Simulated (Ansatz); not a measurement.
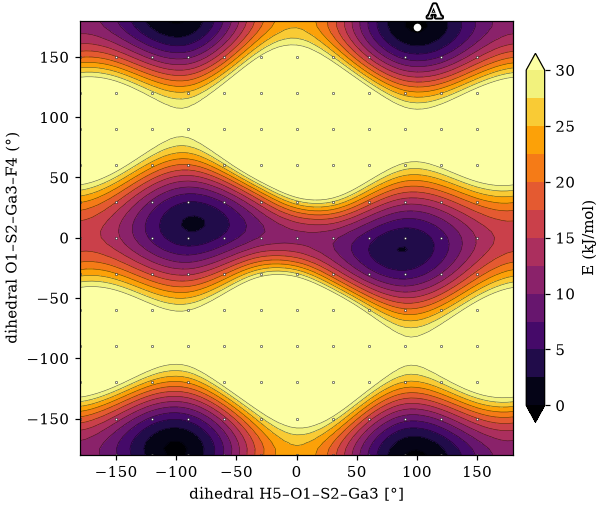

FGaH2OS, SMILES O[S][GaH][F]. The first coordinate is: dihedral H5–O1–S2–Ga3; the second: dihedral O1–S2–Ga3–F4. Nothing is relaxed (all other coordinates rigid). The scan uses a 12 × 12 grid. Points are written as (first, second). All energies are given in kJ/mol relative to the lowest grid point. These are results of Ansatz, RKS PBE0-D4/def2-SVP, not measurements.

Drawn: filled contours, dots at the grid points, one colour for all values above the top of the scale, the point A. Between grid points the surface is interpolated.

### Find the lowest pass out of the well at A.

The easiest path leads from the well at about (100°, 175°) to a well of about the same depth at about (−100°, −175°). Its highest point lies about 12 kJ/mol above the bottom of the first well on the interpolated surface, at (−180°, −180°). This is the barrier on the constrained surface; relaxing the other coordinates would change it.

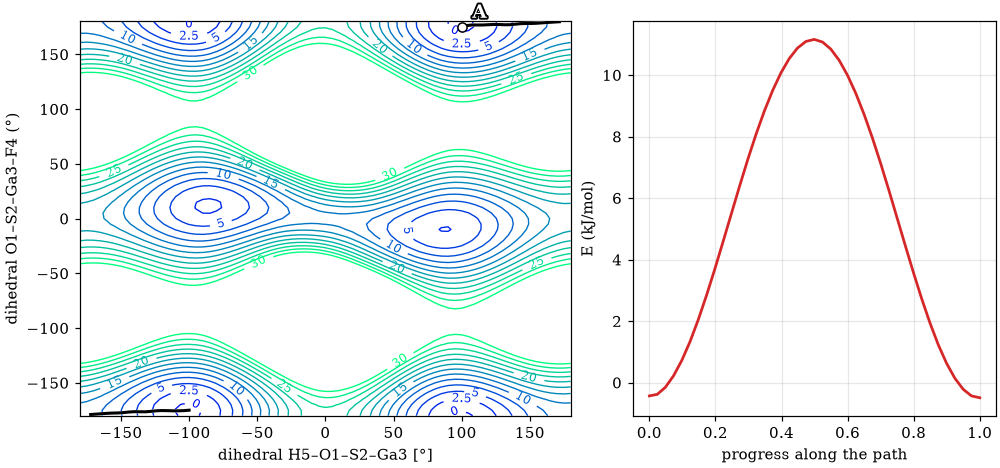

The picture shows contour lines labelled in kJ/mol (none above 30), a line along the lowest path, the energy along the path at the right. Between grid points the surface is interpolated.
